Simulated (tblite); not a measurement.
```xyz
11
charge 0, multiplicity 1
B     2.0973    0.0733   -0.2565
N     0.7834    0.3166    0.1266
Si   -0.6571   -0.6336   -0.1220
N    -1.9227    0.5102    0.1422
H     2.9447    0.8269    0.0478
H     2.3295   -0.8821   -0.8925
H     0.6203    1.1425    0.6852
H    -0.8290   -1.6456    0.9240
H    -0.5797   -1.2388   -1.4564
H    -2.8653    0.1617    0.1975
H    -1.9160    1.3717   -0.3820
```

Work out the structure from the coordinates.

Formula BH₇N₂Si. SMILES: `BN[SiH2]N`. It has no ring. Among its groups: Si–H bond, Si–N bond, B–H bond. This geometry has C1 symmetry. Coordination, clear cases only: 1 B trigonal planar; 1 N trigonal planar; 1 Si tetrahedral.

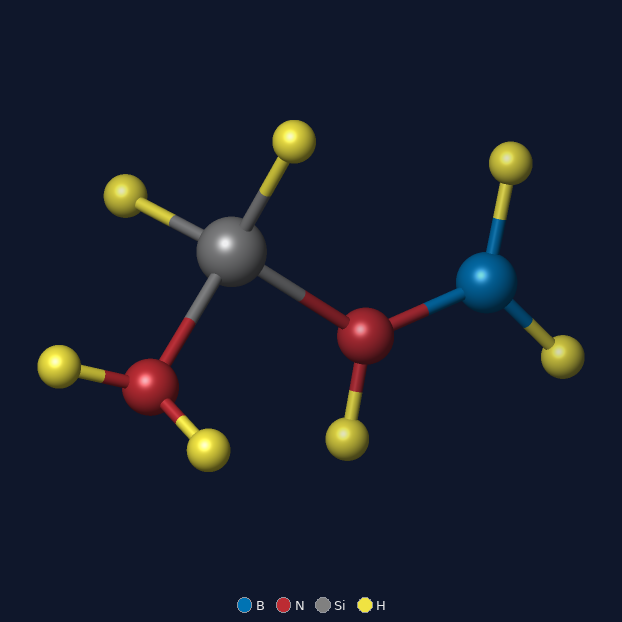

Source: calculation with tblite.
